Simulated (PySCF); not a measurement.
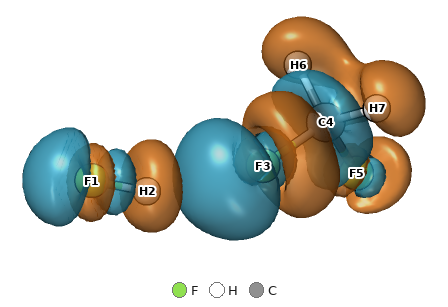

CH₃F₃, SMILES `F.FCF`. Density of the complex less the densities of the two fragments at the same geometry, ±0.002 e/Å³ (light blue: gain, orange: loss). Fragment A: HF (atoms 1–2); fragment B: H2CF2.

Level of theory: r2SCAN/aug-cc-pVDZ (PySCF), at a geometry from GFN2-xTB.

The calculation's input:

```python
import numpy as np
from pyscf import gto, scf, dft
from pyscf.scf import atom_ks, atom_hf
from scipy.linalg import block_diag
from pyscf.dispersion import dftd3

def solve(mol, dm0=None, hcore=None):
    mf = (dft.UKS if mol.spin else dft.RKS)(mol, xc='r2scan')
    mf.grids.level = 3
    mf = mf.density_fit(auxbasis='def2-universal-jkfit')
    mf.conv_tol, mf.max_cycle = 1e-8, 80
    if hcore is not None:
        mf.get_hcore = lambda *args: hcore
    mf.kernel(dm0)
    if not mf.converged:
        mf = mf.newton().run(mf.mo_coeff, mf.mo_occ, max_cycle=30)
    assert mf.converged, 'SCF not converged'
    return mf

mol = gto.M(atom='''
F     -2.87818    -0.11160    -0.10058
H     -1.99267    -0.22576     0.17486
F     -0.02550     0.10711     0.27271
C      1.20587     0.51167    -0.11345
F      2.02110    -0.54954    -0.05350
H      1.14448     0.86370    -1.15156
H      1.55622     1.27830     0.58971
''', basis='aug-cc-pvdz', charge=0, spin=0, verbose=4)
mol_a = gto.M(atom='''
F     -2.87818    -0.11160    -0.10058
H     -1.99267    -0.22576     0.17486
ghost-F     -0.02550     0.10711     0.27271
ghost-C      1.20587     0.51167    -0.11345
ghost-F      2.02110    -0.54954    -0.05350
ghost-H      1.14448     0.86370    -1.15156
ghost-H      1.55622     1.27830     0.58971
''', basis='aug-cc-pvdz', charge=0, spin=0, verbose=4)
mol_b = gto.M(atom='''
ghost-F     -2.87818    -0.11160    -0.10058
ghost-H     -1.99267    -0.22576     0.17486
F     -0.02550     0.10711     0.27271
C      1.20587     0.51167    -0.11345
F      2.02110    -0.54954    -0.05350
H      1.14448     0.86370    -1.15156
H      1.55622     1.27830     0.58971
''', basis='aug-cc-pvdz', charge=0, spin=0, verbose=4)
ab, a, b = solve(mol), solve(mol_a), solve(mol_b)
e_int = ab.e_tot - a.e_tot - b.e_tot
print('counterpoise-corrected interaction energy / kcal/mol', e_int * 627.5095)
def disp(atoms, charge):
    m = gto.M(atom=atoms, charge=charge, basis='sto-3g', spin=None, unit='Bohr', verbose=0)
    return dftd3.DFTD3Dispersion(m, xc='r2scan', version='d3bj').get_dispersion()['energy']
e_disp = disp(mol._atom, mol.charge) - disp(mol._atom[:2], mol_a.charge) - disp(mol._atom[2:], mol_b.charge)
print('D3(BJ) part / kcal/mol', e_disp * 627.5095)
# spherically averaged free atoms, for the promolecule
atm = atom_ks.get_atm_nrks(mol, xc='r2scan')
pro = block_diag(*[(atm[a[0]][2] * atm[a[0]][3]) @ atm[a[0]][2].T for a in mol._atom])
np.savez('result.npz', e_int=e_int, e_disp=e_disp, dm_a=a.make_rdm1(), dm_b=b.make_rdm1(), c=ab.mo_coeff, occ=ab.mo_occ, eps=ab.mo_energy, pro=pro, d=[f.dip_moment(verbose=0) for f in (ab, a, b)])
```

Run with:

```sh
OMP_NUM_THREADS=1 python input.py
```

The run took 95 s on 1 thread of Intel(R) Xeon(R) Processor @ 2.50GHz (Skylake/Cascade Lake), on a shared host, peak memory 0.5 GiB.

Partitions, critical points and surface values were worked out afterwards from this run's density.

Which way does charge flow?

Answer. Hirshfeld charges show 0.012 e passing from B to A. By Hirshfeld charges, electrons gather most on F3 (−0.015 e) and leave C4 most (+0.007 e); 0.06 e is displaced in all, which induces a dipole of 0.50 D.

What is the interaction energy, and which contacts carry it?

Answer. The counterpoise-corrected interaction energy of the frozen fragments is −2.9 kcal/mol without dispersion correction and −3.0 kcal/mol with D3(BJ). The pair geometry is semi-empirical, not a minimum at this level. Contacts: H2···F3, hydrogen bond, 2.00 Å, ρ = 0.015 a.u. The pose is a local one from a semi-empirical search, not shown to be the most stable.
